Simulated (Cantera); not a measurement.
Feed: 1 mol B2H6, 0.42 mol N2, at 15.0 Pa.

These are equilibrium values from Cantera (NASA tables, ideal gas, pure condensed phases), not measurements of a reactor. Candidate condensed phases: B, BN; 15 gas species. The feed counts by its element totals alone. Mutual solubility and eutectic melting of coexisting phases are not modelled. The tables' values for BH2 are old estimates; treat these amounts as uncertain. Kinetics and transport are ignored.

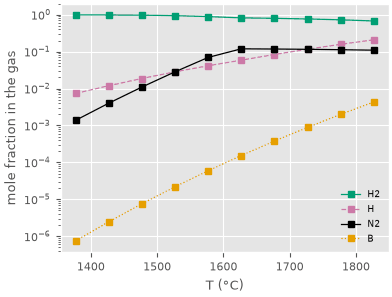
Fig. 1. Equilibrium gas composition (values under 1e-9 drawn at 1e-9)

From 1377 °C to 1577 °C the condensed part is B(s) + BN(s). From 1627 °C to 1827 °C the condensed part is B(s).
